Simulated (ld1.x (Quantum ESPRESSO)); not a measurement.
# Pseudopotential generation for Ga: TM, PBE

Task: generate the file, and judge it by its errors in other configurations, its logarithmic derivatives, its ghosts and its cutoff.

The numbers are computed with ld1.x (Quantum ESPRESSO) 7.5 (PBE, fully relativistic, spin-unpolarised reference atom).

### 1 The design

Typed settings, in words:

* element: gallium (Ga, Z = 31)
* type: norm-conserving Troullier–Martins (Kleinman–Bylander form)
* frozen core: [Ar]
* valence charge: 13
* reference configuration: 3d10 4s2 4p1
* partial waves: 4p (bound): rc 2.55 bohr; 3d (bound): rc 0.90 bohr; 4s (bound): rc 1.70 bohr
* local potential: the s channel
* core correction: not asked for

### 2 The generation run

Contents of Ga.in:

```
 &input
   title='Ga', zed=31., rel=2, dft='PBE', iswitch=3,
   config='[Ar] 3d10 4s2 4p1', rel_dist='average',
   nld=5, rlderiv=2.75, eminld=-3.0, emaxld=5.0, deld=0.02
 /
 &inputp
   pseudotype=2, tm=.true., lloc=0,
   nlcc=.false.,
   file_pseudopw='Ga.UPF', file_wfcaegen='ae.wfc', file_wfcncgen='nc.wfc', file_beta='beta', file_chi='chi'
 /
3
4P  2  1   1.00   0.00  2.55  2.55  0.0
3D  3  2  10.00   0.00  0.90  0.90  0.0
4S  1  0   2.00   0.00  1.70  1.70  0.0
 &test
   configts(1)='3d10 4s2 4p1'
 /
```

Launch:

```
$ ld1.x < Ga.in > Ga.out
```

What the program wrote to Ga.out (without the banner and most projector matrices):

```text
     Program LD1 v.7.5
     --------------------------- All-electron run ----------------------------

     Ga
     dirac relativistic calculation

     atomic number is 31.00
     dft =PBE   lsd =0 sic =0 latt =0  beta=0.20 tr2=1.0E-14
     Exchange-correlation= PBE
                           (   1   4   3   4   0   0   0)
     mesh =1205 r(mesh) = 101.09016 a.u. xmin = -7.00 dx = 0.01250
     1 Ry =  13.60569312 eV, c = 137.03599908

     n l j   nl                  e(Ry)          e(Ha)          e(eV)
     Spin orbit split results
     1 0 0.5 1S 1( 2.00)      -751.6749      -375.8375    -10227.0587
     2 0 0.5 2S 1( 2.00)       -92.7433       -46.3717     -1261.8371
     2 1 0.5 2P 1( 2.00)       -82.0968       -41.0484     -1116.9834
     2 1 1.5 2P 1( 4.00)       -80.0642       -40.0321     -1089.3292
     3 0 0.5 3S 1( 2.00)       -10.8836        -5.4418      -148.0795
     3 1 0.5 3P 1( 2.00)        -7.4434        -3.7217      -101.2731
     3 1 1.5 3P 1( 4.00)        -7.1769        -3.5885       -97.6474
     3 2 1.5 3D 1( 4.00)        -1.4279        -0.7140       -19.4277
     3 2 2.5 3D 1( 6.00)        -1.3940        -0.6970       -18.9662
     4 0 0.5 4S 1( 2.00)        -0.6576        -0.3288        -8.9469
     4 1 0.5 4P 1( 0.33)        -0.1953        -0.0976        -2.6571
     4 1 1.5 4P 1( 0.67)        -0.1868        -0.0934        -2.5415
     Averaged results
     1 0     1S 1( 2.00)      -751.6749      -375.8375    -10227.0587
     2 0     2S 1( 2.00)       -92.7433       -46.3717     -1261.8371
     2 1     2P 1( 6.00)       -80.7417       -40.3709     -1098.5473
     3 0     3S 1( 2.00)       -10.8836        -5.4418      -148.0795
     3 1     3P 1( 6.00)        -7.2658        -3.6329       -98.8559
     3 2     3D 1(10.00)        -1.4076        -0.7038       -19.1508
     4 0     4S 1( 2.00)        -0.6576        -0.3288        -8.9469
     4 1     4P 1( 1.00)        -0.1896        -0.0948        -2.5801

     final scf error:  8.0E-15 reached in  28 iterations

     Etot =   -3888.041252 Ry,   -1944.020626 Ha,  -52899.496122 eV

     Ekin =    3965.270474 Ry,    1982.635237 Ha,   53950.253224 eV
     Encl =   -9381.387167 Ry,   -4690.693583 Ha, -127640.274860 eV
     Eh   =    1679.155630 Ry,     839.577815 Ha,   22846.076206 eV
     Exc  =    -151.080189 Ry,     -75.540095 Ha,   -2055.550693 eV

     normalization and overlap integrals

     s(1S/1S) =  1.000000  <r> =   0.0486  <r2> =    0.0032  r(max) =   0.0319
     s(2S/2S) =  1.000000  <r> =   0.2176  <r2> =    0.0559  r(max) =   0.1833
     s(2P/2P) =  1.000000  <r> =   0.1883  <r2> =    0.0436  r(max) =   0.1446
     s(2P/2P) =  1.000000  <r> =   0.1918  <r2> =    0.0451  r(max) =   0.1482
     s(3S/3S) =  1.000000  <r> =   0.6517  <r2> =    0.4906  r(max) =   0.5647
     s(3P/3P) =  1.000000  <r> =   0.6719  <r2> =    0.5327  r(max) =   0.5647
     s(3P/3P) =  1.000000  <r> =   0.6826  <r2> =    0.5499  r(max) =   0.5718
     s(3D/3D) =  1.000000  <r> =   0.8068  <r2> =    0.8544  r(max) =   0.5305
     s(3D/3D) =  1.000000  <r> =   0.8132  <r2> =    0.8689  r(max) =   0.5371
     s(4S/4S) =  1.000000  <r> =   2.3425  <r2> =    6.3913  r(max) =   1.8984
     s(4P/4P) =  1.000000  <r> =   3.3798  <r2> =   13.8517  r(max) =   2.4993
     s(4P/4P) =  1.000000  <r> =   3.4494  <r2> =   14.4324  r(max) =   2.5626

     ------------------------ End of All-electron run ------------------------

     --------------------- Generating NC pseudopotential ---------------------

      Generating local pot.: lloc=0, matching radius rcloc =   1.7000

     Fully relativistic calculation: |psi|^2

     Wfc 4P LC norm =  0.99997558 SC norm =  0.00002432 missing  0.00000011

     Wfc 4P LC norm =  0.99997653 SC norm =  0.00001993 missing  0.00000353

     Wfc 3D LC norm =  0.99965342 SC norm =  0.00034657 missing  0.00000001

     Wfc 3D LC norm =  0.99965720 SC norm =  0.00034273 missing  0.00000007

      Wfc   4P  rcut= 2.563  Using Troullier-Martins method

      Wfc   4P  rcut= 2.563  Using Troullier-Martins method

      Wfc   3D  rcut= 0.897  Using Troullier-Martins method

      Wfc   3D  rcut= 0.897  Using Troullier-Martins method

     ------------------- End of pseudopotential generation -------------------

     [... the all-electron block is printed once more ...]


     Computing logarithmic derivative in   2.74500
     Computing logarithmic derivative in   2.74500
     Computing the partial wave expansion
       no projector for channel:   0
     R is outside the sphere for l=    1 j= 0.50
     R is outside the sphere for l=    1 j= 1.50
     R is outside the sphere for l=    2 j= 1.50
     R is outside the sphere for l=    2 j= 2.50

     ---------------------- Testing the pseudopotential ----------------------

     Ga
     dirac relativistic calculation

     atomic number is 31.00   valence charge is 13.00
     dft =PBE   lsd =0 sic =0 latt =0  beta=0.20 tr2=1.0E-14
     mesh =1205 r(mesh) = 101.09016 xmin = -7.00 dx = 0.01250

     n l  j  nl             e AE (Ry)       e PS (Ry)    De AE-PS (Ry)
     3 2 1.5 3D   1( 4.00)       -1.42791       -1.42781       -0.00010
     3 2 2.5 3D   1( 6.00)       -1.39399       -1.39409        0.00010
     1 0 0.5 4S   1( 2.00)       -0.65759       -0.65759        0.00000
     2 1 0.5 4P   1( 0.33)       -0.19530       -0.19529       -0.00000
     2 1 1.5 4P   1( 0.67)       -0.18680       -0.18680        0.00000

     eps = 4.7E-15  iter = 31

     Etot =   -3888.041252 Ry,   -1944.020626 Ha,  -52899.496122 eV
     Etotps =  -152.850775 Ry,     -76.425387 Ha,   -2079.640732 eV

     Ekin =     229.294347 Ry,     114.647174 Ha,    3119.708527 eV
     Encl =    -236.799261 Ry,    -118.399631 Ha,   -3221.818083 eV
     Ehrt =     143.420425 Ry,      71.710212 Ha,    1951.334289 eV
     Ecxc =     -20.637644 Ry,     -10.318822 Ha,    -280.789446 eV
     Epseu=    -268.128642 Ry,    -134.064321 Ha,   -3648.076019 eV

     ---------------------- End of pseudopotential test ----------------------
```

Run time: 2.2 s. Hardware: 1 thread, shared host. (Generation and the later configuration tests together.)

### 3 Testing the new file in other configurations

Contents of Ga.test.in:

```
 &input
   title='Ga', zed=31., rel=2, dft='PBE', iswitch=2,
   config='[Ar] 3d10 4s2 4p1', rel_dist='average'
 /
 &test
   file_pseudo='Ga.UPF', nconf=8,
   configts(1)='3d10 4s2 4p1',
   configts(2)='3d10 4s2 4p0',
   configts(3)='3d10 4s1 4p0',
   configts(4)='3d10 4s0 4p0',
   configts(5)='3d10 4s0 4p3',
   configts(6)='3d10 4s1 4p2',
   configts(7)='3d10 4s1 4p1',
   configts(8)='3d10 4s2 4p1.3'
 /
```

Launch:

```
$ ld1.x < Ga.test.in > Ga.test.out
```

Ga.test.out, the pseudopotential blocks, each with the warnings that came before it:

```text
     BEWARE! Errors in PS-KS equations
     ---------------------- Testing the pseudopotential ----------------------

     Ga
     dirac relativistic calculation

     atomic number is 31.00   valence charge is 13.00
     dft =PBE   lsd =0 sic =0 latt =0  beta=0.20 tr2=1.0E-14
     mesh =1205 r(mesh) = 101.09016 xmin = -7.00 dx = 0.01250

     n l  j  nl             e AE (Ry)       e PS (Ry)    De AE-PS (Ry)
     3 2 1.5 3D   1( 4.00)       -1.42791       -1.42781       -0.00010
     3 2 2.5 3D   1( 6.00)       -1.39399       -1.39409        0.00010
     1 0 0.5 4S   1( 2.00)       -0.65759       -0.65759        0.00000
     2 1 0.5 4P   1( 0.33)       -0.19530       -0.19529       -0.00000
     2 1 1.5 4P   1( 0.67)       -0.18680       -0.18680        0.00000

     eps = 8.2E-15  iter = 32

     Etot =   -3888.041252 Ry,   -1944.020626 Ha,  -52899.496122 eV
     Etotps =  -152.850774 Ry,     -76.425387 Ha,   -2079.640728 eV

     Ekin =     229.294348 Ry,     114.647174 Ha,    3119.708532 eV
     Encl =    -236.799261 Ry,    -118.399631 Ha,   -3221.818082 eV
     Ehrt =     143.420425 Ry,      71.710212 Ha,    1951.334287 eV
     Ecxc =     -20.637644 Ry,     -10.318822 Ha,    -280.789445 eV
     Epseu=    -268.128642 Ry,    -134.064321 Ha,   -3648.076019 eV

     ---------------------- End of pseudopotential test ----------------------

     ---------------------- Testing the pseudopotential ----------------------

     Ga
     [...]
     n l  j  nl             e AE (Ry)       e PS (Ry)    De AE-PS (Ry)
     3 2 1.5 3D   1( 4.00)       -2.03561       -2.03201       -0.00360
     3 2 2.5 3D   1( 6.00)       -2.00163       -1.99827       -0.00336
     1 0 0.5 4S   1( 2.00)       -1.20022       -1.20018       -0.00004
     2 1 0.5 4P   1( 0.00)       -0.67486       -0.67479       -0.00007
     2 1 1.5 4P   1( 0.00)       -0.66239       -0.66235       -0.00004

     eps = 8.2E-15  iter = 23

     Etot =   -3887.623065 Ry,   -1943.811533 Ha,  -52893.806405 eV
     Etotps =  -152.432607 Ry,     -76.216304 Ha,   -2073.951277 eV
     dEtot_ae =       0.418187 Ry
     dEtot_ps =       0.418167 Ry,   Delta E=       0.000020 Ry

     [...]
     ---------------------- End of pseudopotential test ----------------------

     ---------------------- Testing the pseudopotential ----------------------

     Ga
     [...]
     n l  j  nl             e AE (Ry)       e PS (Ry)    De AE-PS (Ry)
     3 2 1.5 3D   1( 4.00)       -2.91294       -2.90087       -0.01207  !
     3 2 2.5 3D   1( 6.00)       -2.87869       -2.86694       -0.01175  !
     1 0 0.5 4S   1( 1.00)       -1.91586       -1.91365       -0.00221
     2 1 0.5 4P   1( 0.00)       -1.31546       -1.31406       -0.00139
     2 1 1.5 4P   1( 0.00)       -1.29798       -1.29684       -0.00115

     eps = 8.0E-15  iter = 19

     Etot =   -3886.070193 Ry,   -1943.035096 Ha,  -52872.678499 eV
     Etotps =  -150.880570 Ry,     -75.440285 Ha,   -2052.834736 eV
     dEtot_ae =       1.971059 Ry
     dEtot_ps =       1.970204 Ry,   Delta E=       0.000855 Ry

     [...]
     ---------------------- End of pseudopotential test ----------------------

     ---------------------- Testing the pseudopotential ----------------------

     Ga
     [...]
     n l  j  nl             e AE (Ry)       e PS (Ry)    De AE-PS (Ry)
     3 2 1.5 3D   1( 4.00)       -3.87790       -3.85455       -0.02335  !
     3 2 2.5 3D   1( 6.00)       -3.84329       -3.82033       -0.02295  !
     1 0 0.5 4S   1( 0.00)       -2.68806       -2.67911       -0.00896  !
     2 1 0.5 4P   1( 0.00)       -2.01476       -2.00799       -0.00677  !
     2 1 1.5 4P   1( 0.00)       -1.99177       -1.98598       -0.00578  !

     eps = 8.0E-15  iter =  7

     Etot =   -3883.771733 Ry,   -1941.885867 Ha,  -52841.406365 eV
     Etotps =  -148.587408 Ry,     -74.293704 Ha,   -2021.634678 eV
     dEtot_ae =       4.269518 Ry
     dEtot_ps =       4.263366 Ry,   Delta E=       0.006152 Ry

     [...]
     ---------------------- End of pseudopotential test ----------------------

     ---------------------- Testing the pseudopotential ----------------------

     Ga
     [...]
     n l  j  nl             e AE (Ry)       e PS (Ry)    De AE-PS (Ry)
     3 2 1.5 3D   1( 4.00)       -1.69088       -1.68736       -0.00352
     3 2 2.5 3D   1( 6.00)       -1.65673       -1.65344       -0.00329
     1 0 0.5 4S   1( 0.00)       -0.80719       -0.80596       -0.00123
     2 1 0.5 4P   1( 1.00)       -0.30272       -0.30260       -0.00012
     2 1 1.5 4P   1( 2.00)       -0.29177       -0.29169       -0.00009

     eps = 6.8E-15  iter = 12

     Etot =   -3887.058807 Ry,   -1943.529404 Ha,  -52886.129285 eV
     Etotps =  -151.869368 Ry,     -75.934684 Ha,   -2066.288019 eV
     dEtot_ae =       0.982444 Ry
     dEtot_ps =       0.981406 Ry,   Delta E=       0.001038 Ry

     [...]
     ---------------------- End of pseudopotential test ----------------------

     ---------------------- Testing the pseudopotential ----------------------

     Ga
     [...]
     n l  j  nl             e AE (Ry)       e PS (Ry)    De AE-PS (Ry)
     3 2 1.5 3D   1( 4.00)       -1.56614       -1.56409       -0.00205
     3 2 2.5 3D   1( 6.00)       -1.53211       -1.53028       -0.00183
     1 0 0.5 4S   1( 1.00)       -0.73805       -0.73755       -0.00051
     2 1 0.5 4P   1( 0.67)       -0.25271       -0.25269       -0.00001
     2 1 1.5 4P   1( 1.33)       -0.24290       -0.24289       -0.00001

     eps = 2.7E-15  iter = 30

     Etot =   -3887.560884 Ry,   -1943.780442 Ha,  -52892.960379 eV
     Etotps =  -152.370640 Ry,     -76.185320 Ha,   -2073.108175 eV
     dEtot_ae =       0.480368 Ry
     dEtot_ps =       0.480134 Ry,   Delta E=       0.000234 Ry

     [...]
     ---------------------- End of pseudopotential test ----------------------

     ---------------------- Testing the pseudopotential ----------------------

     Ga
     [...]
     n l  j  nl             e AE (Ry)       e PS (Ry)    De AE-PS (Ry)
     3 2 1.5 3D   1( 4.00)       -2.16987       -2.16458       -0.00529  !
     3 2 2.5 3D   1( 6.00)       -2.13577       -2.13074       -0.00504  !
     1 0 0.5 4S   1( 1.00)       -1.28037       -1.27959       -0.00079
     2 1 0.5 4P   1( 0.33)       -0.73968       -0.73947       -0.00022
     2 1 1.5 4P   1( 0.67)       -0.72630       -0.72614       -0.00016

     eps = 3.7E-15  iter = 35

     Etot =   -3887.081368 Ry,   -1943.540684 Ha,  -52886.436233 eV
     Etotps =  -151.891198 Ry,     -75.945599 Ha,   -2066.585031 eV
     dEtot_ae =       0.959884 Ry
     dEtot_ps =       0.959576 Ry,   Delta E=       0.000308 Ry

     [...]
     ---------------------- End of pseudopotential test ----------------------

     ---------------------- Testing the pseudopotential ----------------------

     Ga
     [...]
     n l  j  nl             e AE (Ry)       e PS (Ry)    De AE-PS (Ry)
     3 2 1.5 3D   1( 4.00)       -1.28691       -1.28721        0.00030
     3 2 2.5 3D   1( 6.00)       -1.25300       -1.25349        0.00049
     1 0 0.5 4S   1( 2.00)       -0.52567       -0.52567        0.00000
     2 1 0.5 4P   1( 0.43)       -0.08010       -0.08011        0.00001
     2 1 1.5 4P   1( 0.87)       -0.07273       -0.07274        0.00001

     eps = 7.3E-15  iter = 34

     Etot =   -3888.080522 Ry,   -1944.040261 Ha,  -52900.030418 eV
     Etotps =  -152.890046 Ry,     -76.445023 Ha,   -2080.175043 eV
     dEtot_ae =      -0.039270 Ry
     dEtot_ps =      -0.039271 Ry,   Delta E=       0.000001 Ry

     [...]
     ---------------------- End of pseudopotential test ----------------------
```

The tests as a table, with energies relative to 3d10 4s2 4p1.

| valence configuration | charge | ΔE all-electron (eV) | error AE − PS (meV) |
| --- | --- | --- | --- |
| 3d10 4s2 4p0 | +1 | 5.690 | +0.3 |
| 3d10 4s1 4p0 | +2 | 26.818 | +12 |
| 3d10 4s0 4p0 | +3 | 58.090 | +84 |
| 3d10 4s0 4p3 | 0 | 13.367 | +14 |
| 3d10 4s1 4p2 | 0 | 6.536 | +3.2 |
| 3d10 4s1 4p1 | +1 | 13.060 | +4.2 |
| 3d10 4s2 4p1.3 | -0.3 | -0.534 | 0.0 |

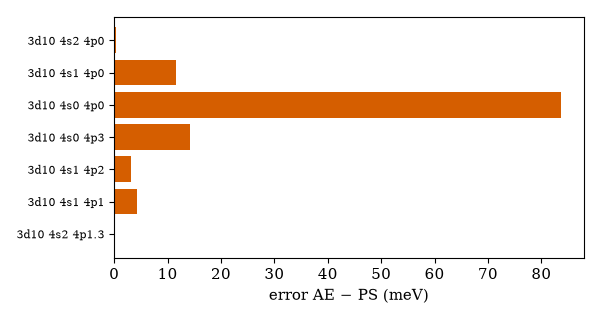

Error of the potential in each test configuration.

### 4 Logarithmic derivatives

Taken from the files of the generation run. The phase is arctan(r·u′/u) with u = r·R, unwrapped, with energies in Ry. A pole is an energy at which the radial function vanishes at the test radius. The pseudo phase is shifted by a multiple of π to meet the all-electron one at the reference energy. Levels narrower than the energy grid can be missing from the poles. The last column is the largest difference on the grid between −1 and +1 Ry.

| channel | radius (bohr) | reference (Ry) | poles AE | poles PS | window around the reference with phases within 0.05 rad (Ry) | largest difference near zero (rad) |
| --- | --- | --- | --- | --- | --- | --- |
| s | 2.75 | -0.66 | 0.23 | 0.23 | below 2.2 | 0.004 |
| p1/2 | 2.75 | -0.20 | 1.22 | 1.22 | below 3.5 | 0.000 |
| p3/2 | 2.75 | -0.19 | 1.28 | 1.27 | below 3.8 | 0.001 |
| d3/2 | 2.75 | -1.43 | -1.40, 3.10 | -1.40, 3.70 | below 0.4 | 0.195 |
| d5/2 | 2.75 | -1.39 | -1.37, 3.11 | -1.37, 3.71 | below 0.4 | 0.190 |

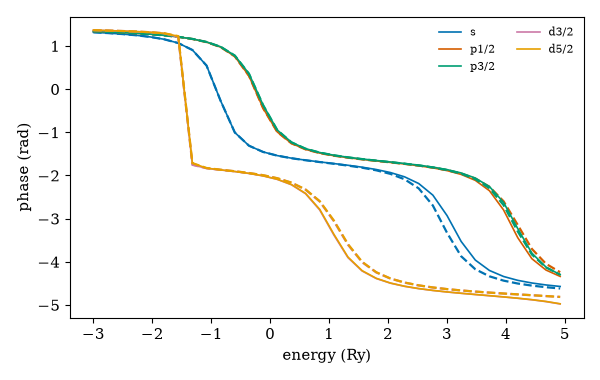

Phases by channel: all-electron solid, pseudo dashed.

### 5 Cutoff and ghost test in a Bessel basis

A separate test, outside the generator: the pseudo-atom's Hamiltonian at the reference potential is diagonalised in spherical Bessel functions j_l(qr) that vanish at 20 bohr, with q² up to the cutoff.

All-electron valence levels (Ry): 4p1/2 -0.1953, 4p3/2 -0.1868, 3d3/2 -1.4279, 3d5/2 -1.3940, 4s -0.6576. The lowest levels of each channel (Ry) by cutoff; the last column sums, over occupied levels, occupation times the distance from the level at 400 Ry. A positive value at high cutoff is not a bound level.

```
cutoff (Ry)  p1/2 #1  p3/2 #1  d3/2 #1  d5/2 #1     s #1    f #1  Σ f·Δε (mRy)
          8  -0.1923  -0.1850   0.0473   0.0472  -0.6302  0.1018       14602.7
         25  -0.1953  -0.1868   0.0472   0.0472  -0.6547  0.1018       14551.4
         50  -0.1953  -0.1868   0.0471   0.0471  -0.6575  0.1018       14544.5
        100  -0.1953  -0.1868   0.0402   0.0398  -0.6576  0.1018       14473.2
        180  -0.1953  -0.1868  -1.3072  -1.2780  -0.6576  0.1018        1176.5
        300  -0.1953  -0.1868  -1.4274  -1.3937  -0.6576  0.1018           1.7
        400  -0.1953  -0.1868  -1.4276  -1.3939  -0.6576  0.1018           0.0
```

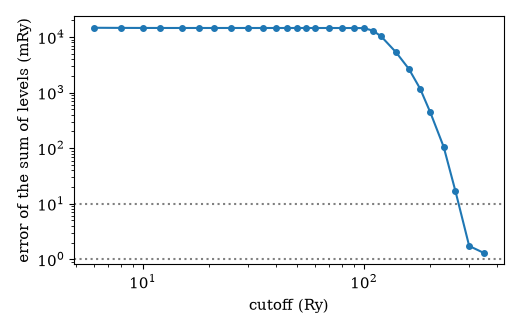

Occupation-weighted error of the valence levels against the cutoff; the dotted lines mark 10 and 1 mRy.

The sum stays within 10 mRy from 300 Ry and within 1 mRy only somewhere over 300 Ry. The sum leaves out empty levels, which can need more. Ghost test: no level below the all-electron spectrum of its channel (p1/2, p3/2, d3/2, d5/2, s, f tested).

### 6 Summary of results

| quantity | value |
| --- | --- |
| cutoffs for 10 and 1 mRy, occupied levels | 300 Ry and over 300 Ry |
| bound ghosts | none found |
| largest test error (AE − PS) | +84 meV, for 3d10 4s0 4p0 |
| largest phase difference near zero energy, channels read | 0.195 rad |

**Reading.** The worst unpolarised test, 3d10 4s0 4p0, is off by 84 meV on 58.1 eV; by total energies transferability rates as fair. That test lies far up in energy; among those under 40 eV, nearer to bonding, the largest error is 14 meV. By its cutoff, 300 Ry for the looser tolerance, it is very hard. The tighter tolerance needs over 300 Ry, and converged work needs a cutoff nearer that. The slowest occupied level is 3d: taken alone it needs 300 Ry to come within 1 mRy, against 35 Ry for 4s. It is free of bound ghosts as far as tested. Near zero energy the largest phase difference among the channels read is 0.20 rad, in the d3/2 channel. These are tests on the free atom; a crystal test is still owed.
